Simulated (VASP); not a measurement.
Band structure of I (space group Cmce). Method: PBE GGA, VASP's PBE PAW potentials (set 64) (plane waves; VASP).

The path is coarsely sampled, so an indirect gap can come out somewhat too large. Unless said otherwise, spin-orbit coupling is left out, though it shifts the bands of the heavy elements here.

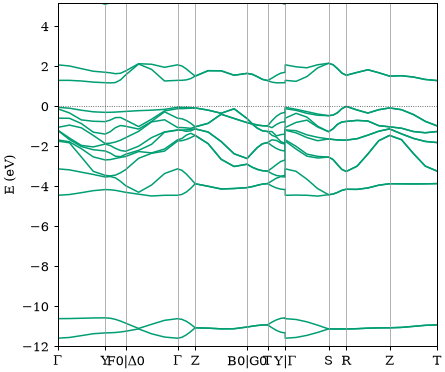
Bands along high-symmetry lines, zero at the valence-band maximum or, without a gap, the Fermi level

### Question
Read the plot: is there a gap, and where are the band edges?

### Answer
The gap is indirect, 1.17 eV, from the valence maximum at R to the conduction minimum at Y-F0 at 0.25.

The structure is a typed I crystal (Cmce). The cell was not relaxed at this level. The k-mesh is coarse (spacing up to 0.52 per Å, 2π included), so the numbers may not be converged in it.
